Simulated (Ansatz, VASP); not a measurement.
# Cross-check of BiB between VASP and Ansatz

One calculation is typed for both programs; each brings its own data sets and cutoff. How far apart do they land? The cell is generated by rule, not measured, and may not be a known phase. The cell comes out of the VASP series on this material, whose earlier steps may have relaxed, scaled or displaced it; both programs get it as it stands.

Method: plane waves, with VASP 6.6.1 beside it; band structure at PBE, spin-orbit coupling, in Ansatz 0.2.0.

The structure was built from a prototype and need not be the compound's stable phase.

### Step 1. The structure

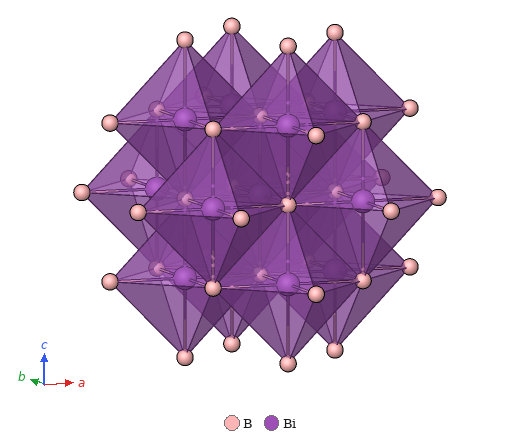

Start, viewed slightly off an axis; boron pink, bismuth purple. This picture shows the conventional cell, with its axes. Some periodic images of atoms are drawn too.

### Step 2. VASP: band structure, PBE, spin-orbit coupling

Levels along a path test the potential and the projectors away from the mesh points.

Lines of VASP's logs that name or quote its potential files are left out, and so is its time.

The input, INCAR:

```
SYSTEM = BiB
PREC = Accurate
ENCUT = 420
EDIFF = 1E-06
NELM = 100
ISMEAR = 0
SIGMA = 0.02
LREAL = .FALSE.
ALGO = Normal
GGA = PE
LNONCOLLINEAR = .TRUE.
MAGMOM = 0 0 0 0 0 0
NBANDS = 30
GGA_COMPAT = .FALSE.
LASPH = .TRUE.
LSORBIT = .TRUE.
LORBIT = 11
LWAVE = .FALSE.
LCHARG = .FALSE.
KPAR = 4
ISIF = 2
```

The input, POSCAR:

```
BiB
1.0
    0.0000000000      2.6000000000      2.6000000000
    2.6000000000      0.0000000000      2.6000000000
    2.6000000000      2.6000000000      0.0000000000
B Bi
1 1
Direct
    0.0000000000      0.0000000000      0.0000000000
    0.5000000000      0.5000000000      0.5000000000
```

The input, KPOINTS:

```
Automatic mesh
0
Gamma
10 10 10
0 0 0
```

The input, KPOINTS_OPT:

```
Line mode
16
Line-mode
Reciprocal
  0.00000000   0.00000000   0.00000000 GAMMA
  0.50000000   0.00000000   0.50000000 X

  0.50000000   0.00000000   0.50000000 X
  0.50000000   0.25000000   0.75000000 W

  0.50000000   0.25000000   0.75000000 W
  0.37500000   0.37500000   0.75000000 K

  0.37500000   0.37500000   0.75000000 K
  0.00000000   0.00000000   0.00000000 GAMMA

  0.00000000   0.00000000   0.00000000 GAMMA
  0.50000000   0.50000000   0.50000000 L

  0.50000000   0.50000000   0.50000000 L
  0.62500000   0.25000000   0.62500000 U

  0.62500000   0.25000000   0.62500000 U
  0.50000000   0.25000000   0.75000000 W

  0.50000000   0.25000000   0.75000000 W
  0.50000000   0.50000000   0.50000000 L

  0.50000000   0.50000000   0.50000000 L
  0.37500000   0.37500000   0.75000000 K

  0.62500000   0.25000000   0.62500000 U
  0.50000000   0.00000000   0.50000000 X
```

Potentials, in the order of the species: B and Bi_d (PBE family, release 64).

The run is started by

```console
$ mpirun -np 4 vasp_ncl
```

Numbers of over 12 decimals in the logs are rounded to 6 here.

The log of the run:

```text
[banner, memory and clock lines left out]
running    4 mpi-ranks, on    1 nodes
 distrk:  each k-point on    1 cores,    4 groups
 distr:  one band on    1 cores,    1 groups

 POSCAR found type information on POSCAR B Bi
 POSCAR found :  2 types and       2 ions
 LDA part: xc-table for (Slater+PW92), standard interpolation
 POSCAR, INCAR and KPOINTS ok, starting setup
 FFT: planning ... GRIDC
 FFT: planning ... GRID_SOFT
 FFT: planning ... GRID
 WAVECAR not read
 entering main loop
       N       E                     dE             d eps       ncg     rms          rms(c)
DAV:   1     0.170483284376E+03    0.17048E+03   -0.80321E+03  2828   0.129E+03
DAV:   2     0.761264535377E+01   -0.16287E+03   -0.15656E+03  2832   0.382E+02
DAV:   3    -0.857933434858E+01   -0.16192E+02   -0.15838E+02  3464   0.126E+02
DAV:   4    -0.915092644911E+01   -0.57159E+00   -0.56914E+00  3370   0.244E+01
DAV:   5    -0.917564352049E+01   -0.24717E-01   -0.24714E-01  4048   0.487E+00    0.262E+00
DAV:   6    -0.884520812963E+01    0.33044E+00   -0.51659E-01  3788   0.659E+00    0.884E-01
DAV:   7    -0.884161870295E+01    0.35894E-02   -0.11389E-01  3426   0.179E+00    0.500E-01
DAV:   8    -0.884150975743E+01    0.10895E-03   -0.60334E-03  3770   0.103E+00    0.346E-01
DAV:   9    -0.884179397201E+01   -0.28421E-03   -0.62459E-04  3680   0.258E-01    0.765E-02
DAV:  10    -0.884157742902E+01    0.21654E-03   -0.45723E-04  3800   0.313E-01    0.221E-02
DAV:  11    -0.884157928821E+01   -0.18592E-05   -0.54805E-05  3266   0.613E-02    0.983E-03
DAV:  12    -0.884157850167E+01    0.78654E-06   -0.38581E-06  2942   0.164E-02
   1 F= -.88415785E+01 E0= -.88413007E+01  d E =-.555584E-03  mag=     0.0000     0.0000    -0.0000
 Start KPOINTS_OPT (optional k-point list driver)
k-point batch [1-47\160]
       N       E                     dE             ncg
DAV:   1     0.292035137822E+04   -0.20810E+05     2834
DAV:   2    -0.482284940635E+04   -0.77432E+04     2820
DAV:   3    -0.557168033079E+04   -0.74883E+03     3594
DAV:   4    -0.559653873681E+04   -0.24858E+02     3406
DAV:   5    -0.559747351114E+04   -0.93477E+00     4016
DAV:   6    -0.559749222508E+04   -0.18714E-01     3798
DAV:   7    -0.559749252912E+04   -0.30404E-03     4002
DAV:   8    -0.559749253447E+04   -0.53517E-05     3240
DAV:   9    -0.559749253470E+04   -0.22912E-06     2134
[...]
k-point batch [142-160\160]
       N       E                     dE             ncg
DAV:   1     0.168180120071E+05   -0.10778E+05     1146
DAV:   2     0.137069723848E+05   -0.31110E+04     1156
DAV:   3     0.134176854012E+05   -0.28929E+03     1404
DAV:   4     0.134080046939E+05   -0.96807E+01     1454
DAV:   5     0.134076598288E+05   -0.34487E+00     1646
DAV:   6     0.134076554196E+05   -0.44092E-02     1566
DAV:   7     0.134076553081E+05   -0.11144E-03     1664
DAV:   8     0.134076553065E+05   -0.16800E-05     1352
DAV:   9     0.134076553064E+05   -0.83684E-07      890
```

OUTCAR, selected parts (step 2):

```text
ion  position               nearest neighbor table
   1  0.000  0.000  0.000-   2 2.60   2 2.60   2 2.60   2 2.60   2 2.60   2 2.60
   2  0.500  0.500  0.500-   1 2.60   1 2.60   1 2.60   1 2.60   1 2.60   1 2.60

  LATTYP: Found a face centered cubic cell.
 ALAT       =     5.2000000000

 Subroutine GETGRP returns: Found 48 space group operations
 (whereof 48 operations were pure point group operations)

The static configuration has the point symmetry O_h .

 Found     47 irreducible k-points:

   k-points           NKPTS =     47   k-points in BZ     NKDIM =     47   number of bands    NBANDS=     30

   dimension x,y,z NGX =    28 NGY =   28 NGZ =   28
   dimension x,y,z NGXF=    56 NGYF=   56 NGZF=   56

   ENCUT  =  420.0 eV  30.87 Ry    5.56 a.u.   6.14  6.14  6.14*2*pi/ulx,y,z

   NELECT =      18.0000    total number of electrons

 k-points in reciprocal lattice and weights: Automatic mesh
   0.00000000  0.00000000  0.00000000       0.001
   0.10000000  0.00000000  0.00000000       0.008
   0.20000000  0.00000000  0.00000000       0.008
   0.30000000  0.00000000  0.00000000       0.008
   0.40000000  0.00000000  0.00000000       0.008
   0.50000000  0.00000000  0.00000000       0.004
   0.10000000  0.10000000  0.00000000       0.006
   0.20000000  0.10000000  0.00000000       0.024
   0.30000000  0.10000000  0.00000000       0.024
[...]
-0.30000000  0.40000000  0.20000000       0.024
  -0.30000000  0.50000000  0.20000000       0.012

 average (electrostatic) potential at core
       1 -24.8670       2-102.1376

 E-fermi :   8.5932

 k-point     1 :       0.0000    0.0000    0.0000
  band No.  band energies     occupation
    ...
     10     -12.8720      1.00000
     11      -5.7661      1.00000
     12      -5.7661      1.00000
     13       7.7098      1.00000
     14       7.7098      1.00000
     15       8.7607      0.00000
     16       8.7607      0.00000
     17       8.7607      0.00000
     18       8.7607      0.00000
     19       9.0513      0.00000
    ...

 k-point     2 :       0.1000    0.0000    0.0000
  band No.  band energies     occupation
    ...
     12      -5.6056      1.00000
     13       6.7328      1.00000
     14       6.7328      1.00000
     15       8.1895      1.00000
     16       8.1895      1.00000
     17       8.7910      0.00000
     18       8.7910      0.00000
     19      10.2090      0.00000
     20      10.2090      0.00000
     21      13.4155      0.00000
    ...

 k-point     3 :       0.2000    0.0000    0.0000
  band No.  band energies     occupation
    ...
     12      -5.1282      1.00000
     13       4.7530      1.00000
     14       4.7530      1.00000
     15       8.2699      1.00000
     16       8.2699      1.00000
     17       8.8971      0.00000
     18       8.8971      0.00000
     19      10.9916      0.00000
     20      10.9916      0.00000
     21      12.4791      0.00000
    ...

  Total        1.0305499      1.0305499      1.0305499      0.0000000      0.0000000     -0.0000000
  in kB       46.9709730     46.9709730     46.9709730      0.0000000      0.0000000     -0.0000000
  external PRESSURE =      46.9709730 kB  Pullay stress =       0.0000000 kB

  energy-cutoff  :      420.00
  volume of cell :       35.15
      direct lattice vectors                 reciprocal lattice vectors
     0.000000000  2.600000000  2.600000000    -0.192307692  0.192307692  0.192307692
     2.600000000  0.000000000  2.600000000     0.192307692 -0.192307692  0.192307692
     2.600000000  2.600000000  0.000000000     0.192307692  0.192307692 -0.192307692

 POSITION                                       TOTAL-FORCE (eV/Angst)
 -----------------------------------------------------------------------------------
      0.00000      0.00000      0.00000        -0.000000      0.000000     -0.000000
      2.60000      2.60000      2.60000         0.000000     -0.000000      0.000000
 -----------------------------------------------------------------------------------
    total drift:                                0.000000      0.000000      0.000000

  FREE ENERGIE OF THE ION-ELECTRON SYSTEM (eV)
  ---------------------------------------------------
  free  energy   TOTEN  =        -8.8415785017 eV

  energy  without entropy=       -8.8410229174  energy(sigma->0) =       -8.84130071

 Spin-Orbit-Coupling matrix elements
 Ion:    1  E_soc:     -0.0000944
 Ion:    2  E_soc:     -1.4299953

 total charge
# of ion       s       p       d       tot
------------------------------------------
    1        0.755   0.845   0.000   1.600
    2        1.495   1.364   9.983  12.842
--------------------------------------------------
tot          2.250   2.210   9.983  14.442

 magnetization (x)
# of ion       s       p       d       tot
------------------------------------------
    1       -0.000   0.000   0.000  -0.000
    2        0.000   0.000   0.000   0.000
--------------------------------------------------
tot          0.000   0.000   0.000   0.000

 magnetization (y)
# of ion       s       p       d       tot
------------------------------------------
    1        0.000   0.000   0.000   0.000
    2       -0.000  -0.000   0.000  -0.000
--------------------------------------------------
tot         -0.000  -0.000   0.000  -0.000

 magnetization (z)
# of ion       s       p       d       tot
------------------------------------------
    1        0.000  -0.000   0.000   0.000
    2       -0.000   0.000  -0.000   0.000
--------------------------------------------------
tot         -0.000   0.000  -0.000   0.000

[... 3 further parts left out ...]
```

The run ends at a pressure of 4.70 GPa.

### Step 3. Ansatz: band structure, PBE, spin-orbit coupling

Ansatz runs on its fully relativistic PAW (standard-fr) files.

The same cell, functional, mesh and smearing now go to Ansatz, which takes its cutoff from its data sets.

The input, input.yaml:

```yaml
crystal:
  lattice:
    - [0.0, 2.6, 2.6]
    - [2.6, 0.0, 2.6]
    - [2.6, 2.6, 0.0]
  atoms:
    - { symbol: B, position: [0.0, 0.0, 0.0] }
    - { symbol: Bi, position: [0.5, 0.5, 0.5] }
hamiltonian:
  xc: pbe
  pseudopotentials: { kind: paw_fr }
magnetization:
  noncollinear: true
  spin_orbit: true
kpoints:
  mp_grid: { grid: [10, 10, 10] }
  band_path:
    path:
      - [0.0, 0.0, 0.0]
      - [0.16667, 0.0, 0.16667]
      - [0.33333, 0.0, 0.33333]
      - [0.5, 0.0, 0.5]
      - [0.5, 0.08333, 0.58333]
      - [0.5, 0.18333, 0.68333]
      - [0.5, 0.25, 0.75]
      - [0.45, 0.3, 0.75]
      - [0.40833, 0.34167, 0.75]
      - [0.35, 0.35, 0.7]
      - [0.225, 0.225, 0.45]
      - [0.075, 0.075, 0.15]
      - [0.03333, 0.03333, 0.03333]
      - [0.23333, 0.23333, 0.23333]
      - [0.4, 0.4, 0.4]
      - [0.51667, 0.46667, 0.51667]
      - [0.55833, 0.38333, 0.55833]
      - [0.60833, 0.28333, 0.60833]
      - [0.60833, 0.25, 0.64167]
      - [0.55833, 0.25, 0.69167]
      - [0.51667, 0.25, 0.73333]
      - [0.5, 0.3, 0.7]
      - [0.5, 0.38333, 0.61667]
      - [0.5, 0.48333, 0.51667]
      - [0.475, 0.475, 0.55]
      - [0.425, 0.425, 0.65]
      - [0.38333, 0.38333, 0.73333]
      - [0.59167, 0.18333, 0.59167]
      - [0.55, 0.1, 0.55]
      - [0.5, 0.0, 0.5]
    npoints: 1
scf:
  occupations: { method: gaussian, width: 0.02 }
  n_extra_bands: 14
output:
  forces: true
  stress: true
  eigenvalues: true
  write_density: true
  write_potential: true
  elf: true
  volumetric_format: npy
```

The run is started by

```console
$ ansatz run input.yaml --threads 2 --pin off --max-ram 4608MiB --backend cpu --events-out ev --progress --plain --runs-dir out
```

The log of the run:

```text
scf.n_extra_bands = 14 over 18 filled bands (N_el = 18.0): the run solves 32 bands
Engine: ansatz 0.2.0, aarch64-unknown-linux-gnu
Pseudopotentials: kind: paw_fr
Pseudopotential: B, paw_fr, valence charge 3, recommended cutoff 420 eV (normal), B.paw.azcp#standard-fr
Pseudopotential: Bi, paw_fr, valence charge 15, recommended cutoff 420 eV (normal), Bi.paw.azcp#standard-fr
Functional definition: PBE
  parameter kappa = 0.804
  parameter beta = 0.066725
  exchange = pbe_x(kappa = kappa, mu = beta*pi^2/3)
  correlation = pbe_c(beta = beta)
non-collinear run that drives no moment, with spin-orbit: no starting moment large enough to seed its density (crystal.atoms[].spin), no starting occupations that ask for one, no magnetisation constraint and no magnetic field, so the semilocal B_xc is pinned to zero
Crystal: 2 atoms, lattice volume = 35.152 Å³
Basis set: ecut = 420 eV, 701 PW (Γ), exchange–correlation on 50×50×50 points (8 copies of the dense FFT grid, shifted against one another)
Bands: 32, of which v1, the nominal top of the filled ones, is band 18 counted from 1 (17 counted from 0)
Symmetry: 48 space group operations + 48 with time reversal
Magnetic group: BNS 225.117 (UNI 1619), of the structure as read, at distance tolerance 3.3e-5 Å
k-points: 47 of 1000
Projection manifold: j_resolved (fully-relativistic pseudo-atomic orbitals)
Non-local potential: B, projectors of the file, l = 0: 2, l = 1: 4, l = 2: 2
Non-local potential: Bi, projectors of the file, l = 0: 2, l = 1: 4, l = 2: 4, l = 3: 4
PAW form: soft (Blöchl's): semilocal exchange-correlation on the pseudo side does not see the compensation charge
PAW one-centre angular grid: B, 110 points (default); XC on 64 Gauss nodes
PAW one-centre angular grid: Bi, 590 points (default); XC on 96 Gauss nodes
Initial density: superposition of atomic densities (chi_scale 0.1, normalization cell, long waves kept (reshape's long-wave potential 0.00 eV rms))
Initial wavefunctions: pseudopotential atomic-orbital guess
Functional: x = pbe(κ = 0.804, μ = 0.219515), c = pbe(β = 0.066725)
SCF iter   1: F=—  HF=-12592.082945 eV  |F-HF|=—  |Δ(HF+E_count)|=         —  Δρ=4.17e-2  dr2=1.14e0  dr2_m=0.00e0 (ungated)  ethr=3.10e-3  |M|=0.00e0 ∫|m|=0.00e0 μB  |m|>n=0.0e0 m-floor=0.0e0 τ_xc=0.0e0  β_m=0.30  ⟨swp⟩=6.6  Hψ=3862  notcnv=0  defer=146
preconditioner: auto → Kerker (q_TF=auto, 2.440 Å⁻¹)  [metal: Δε(μ)=0.002 eV  Ē_g=21.984 eV  σ=0.020 eV  W_gap=0.07  n_scr=14 (ndim 8)  ℏωp=26.6 eV  f_vac=0.000  D(μ)=4.17/eV (n_scr^D=58)]
spin=Noncollinear: Kerker preconditioning applied to the charge; magnetization (m_x, m_y, m_z) channels mix plain (no charge-response kernel on spin).
SCF iter   2: F=—  HF=-12591.889348 eV  |F-HF|=—  |Δ(HF+E_count)|=   1.94e-1  Δρ=2.82e-2  dr2=5.10e-1  dr2_m=0.00e0 (ungated)  ethr=3.10e-3  |M|=0.00e0 ∫|m|=0.00e0 μB  |m|>n=0.0e0 m-floor=0.0e0 τ_xc=0.0e0  β_m=0.59  ⟨swp⟩=2.0  Hψ=1088  notcnv=0  defer=308
preconditioner: auto → none  [insulator: Δε(μ)=0.029 eV  Ē_g=22.161 eV  σ=0.020 eV  W_gap=0.64  n_scr=14 (ndim 8)  ℏωp=26.6 eV  f_vac=0.000  D(μ)=2.84/eV (n_scr^D=26)  ε∞_Penn≈2.4]
SCF iter   3: F=—  HF=-12591.750083 eV  |F-HF|=—  |Δ(HF+E_count)|=   1.39e-1  Δρ=3.81e-3  dr2=4.09e-3  dr2_m=0.00e0 (ungated)  ethr=2.84e-3  |M|=0.00e0 ∫|m|=0.00e0 μB  |m|>n=0.0e0 m-floor=0.0e0 τ_xc=0.0e0  β_m=0.77  ⟨swp⟩=2.0  Hψ=851  notcnv=0  defer=318
SCF iter   4: F=—  HF=-12591.750379 eV  |F-HF|=—  |Δ(HF+E_count)|=   2.96e-4  Δρ=9.97e-4  dr2=2.51e-4  dr2_m=0.00e0 (ungated)  ethr=2.27e-5  |M|=0.00e0 ∫|m|=0.00e0 μB  |m|>n=0.0e0 m-floor=0.0e0 τ_xc=0.0e0  β_m=0.63  ⟨swp⟩=2.9  Hψ=1243  notcnv=0  defer=338
SCF iter   5: F=—  HF=-12591.750247 eV  |F-HF|=—  |Δ(HF+E_count)|=   1.31e-4  Δρ=1.92e-4  dr2=8.14e-6  dr2_m=0.00e0 (ungated)  ethr=1.39e-6  |M|=0.00e0 ∫|m|=0.00e0 μB  |m|>n=0.0e0 m-floor=0.0e0 τ_xc=0.0e0  β_m=0.75  ⟨swp⟩=2.1  Hψ=945  notcnv=0  defer=338
SCF iter   6: F=—  HF=-12591.750247 eV  |F-HF|=—  |Δ(HF+E_count)|=   3.75e-7  Δρ=2.54e-5  dr2=1.13e-7  dr2_m=0.00e0 (ungated)  ethr=4.52e-8  |M|=0.00e0 ∫|m|=0.00e0 μB  |m|>n=0.0e0 m-floor=0.0e0 τ_xc=0.0e0  β_m=0.83  ⟨swp⟩=2.5  Hψ=964  notcnv=0  defer=338
SCF iter   7: F=-12591.750247 eV  HF=-12591.750247 eV  |F-HF|=3.04e-10  |Δ(HF+E_count)|=   1.09e-7  Δρ=2.41e-6  dr2=1.50e-9  dr2_m=0.00e0 (ungated)  ethr=5.56e-10  |M|=0.00e0 ∫|m|=0.00e0 μB  |m|>n=0.0e0 m-floor=0.0e0 τ_xc=0.0e0  ⟨swp⟩=15.5  Hψ=5794  notcnv=0
SCF 1 converged in 7 iterations: F = -12591.750247 eV  dr2 = 1.50e-9
  greatest PAW one-centre occupation: 0.987 electrons in one spin orbital (limit 2), on the Bi atom at site 1 (counted from 0), in its partial waves of l = 2
NSCF: frozen V_eff on 30 k-points
SCF converged after 7 iterations
Magnetization: |M| = 0.0000 μB,  M = (+0.0000, +0.0000, +0.0000) μB
Absolute magnetization: 0.0000 μB (∫|m|)
  site 0: m = (+0.0000, +0.0000, +0.0000) μB, |m| = 0.0000 μB  (R = 1.07 Å)
  site 1: m = (+0.0000, +0.0000, +0.0000) μB, |m| = 0.0000 μB  (R = 1.07 Å)
Free energy (F): -12591.750247 eV
Harris-Foulkes:  -12591.750247 eV  (|F-HF|=3.04e-10)
Internal energy: -12591.749770 eV  (E = F + TS)
E sigma→0 (E₀):  -12591.750009 eV
Entropy (-TS):   -0.000477 eV (-0.238 meV/atom)
Fermi energy:    12.608984 eV
--- Per-component energies (eV) ---
  E_band       = -43.556497
  E_kinetic    = 347.014205
  E_local      = -1356.754134  (includes V_loc(G=0)·N_el)
  E_nonlocal   = 575.657862
  E_hartree    = 431.332194
  E_xc         = -182.183801
  E_vxc        = -180.785535  (∫ρ·V_xc dr)
  E_paw        = -10785.562844  (= ΣΔE_a)
  E_vpaw       = -291.351944  (= ΣTr[D̂ρ^β])
  E_aug_tail   = -0.000374  (compensation charges beyond the density's cutoff)
  E_ewald      = -1621.252879
  E_smearing   = -0.000477  (= −TS)
  E_closure    = 0.000000  (closes the sum)
  Σ components = -12591.750247   (vs F -12591.750247, Δ=0.00e0)
--- Forces (eV/Å), atoms counted from 1 ---
  atom   1  B     -0.00000000     0.00000000    -0.00000000
  atom   2  Bi     0.00000000    -0.00000000     0.00000000
  max |Σ_I F_I| component: 1.59e-28 eV/Å
--- Stress (GPa, compression-positive) ---
        4.718666       0.000000       0.000000
       -0.000000       4.718666       0.000000
       -0.000000      -0.000000       4.718666
  P = ⅓ Tr σ = 4.7187 GPa (47.187 kbar)
--- Band table (eV; the first three rows and the last of 47) ---
  k-point 0: bands = [... 14 lower, 12.7823, 12.7823, 12.7823, 12.7823, 13.1038, 13.1038, 17.7107, 17.7107, ... 10 higher]
  k-point 1: bands = [... 14 lower, 12.1584, 12.1584, 12.8129, 12.8129, 14.2403, 14.2403, 17.2824, 17.2824, ... 10 higher]
  k-point 2: bands = [... 14 lower, 12.2160, 12.2160, 12.9193, 12.9193, 15.0162, 15.0162, 16.3905, 16.3905, ... 10 higher]
  k-point 46: bands = [... 14 lower, 7.0620, 7.0620, 8.2080, 8.2080, 13.9425, 13.9425, 17.2133, 17.2133, ... 10 higher]
```

It took 15 s on 2 threads of Arm Neoverse N1, shared host; peak memory 0.44 GiB; 28 s of CPU time.

### Step 4. Side by side

Known differences besides the PAW data sets themselves: spin-orbit coupling enters by fully relativistic files in Ansatz and inside the spheres in VASP. Total energies have different zeros and are not compared.

Both answers:

```
      quantity  Ansatz  VASP  difference
pressure (GPa)    4.72  4.70       +0.02
```

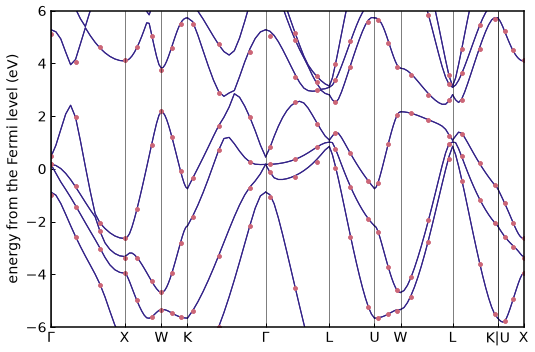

Bands from VASP (lines) and levels from Ansatz (dots). Dots without a line are higher empty bands that the VASP plot leaves out.

Levels from 3 eV below to 2 eV above the Fermi level differ by 37 meV r.m.s. and 117 meV at most; each VASP level is matched to the nearest of Ansatz, which flatters the figure a little. Ansatz's pressure holds a Pulay correction of 0.08 GPa; VASP's holds none.

### Step 5. Summary of results

| Quantity | Value |
| --- | --- |
| r.m.s. difference of levels near the Fermi level (band structure, PBE, spin-orbit coupling) | 37 meV |

In words: The r.m.s. difference of levels near the Fermi level is 37 meV (band structure, PBE, spin-orbit coupling), within the 80 meV picked in this series as the mark of a large difference. 1 further run on this material is not shown. Differences of this kind measure data sets and numerical settings, not the functional's error against experiment.

[Lines on the potential files, build, host, timing and source positions are cut from VASP's logs without a mark.]

[Logs are printed without paths, hosts, clocks, repeated set-up lines and the standing remarks that a program may print on its own settings, such as how far it seeks lower states.]

[Hosts, paths, dates, database ids (printed as entryN), source tags and the programs' standing remarks are cut or masked in the printed files.]
